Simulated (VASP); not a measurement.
Band structure of YN (relaxed from the layer:h-BN structure). Computed with r2SCAN meta-GGA, VASP's PBE PAW potentials (set 64) (plane waves; VASP 6.6.1).

The cell holds a wide vacuum, so values per volume refer to the whole cell.

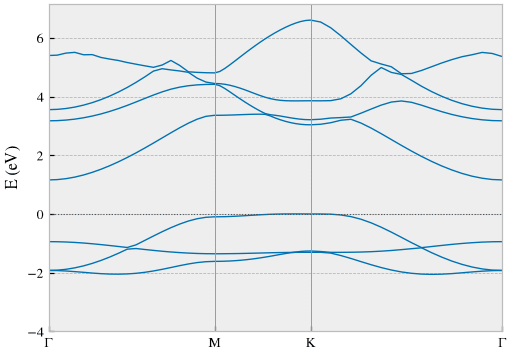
*Bands along high-symmetry lines, zero at the valence-band maximum or, without a gap, the Fermi level*

Read the plot: is there a gap, and where are the band edges?

The gap is indirect, 1.16 eV, from the valence maximum at M-K at 0.79 to the conduction minimum at Γ.

The cell is a sheet with vacuum, built from a generated structure.
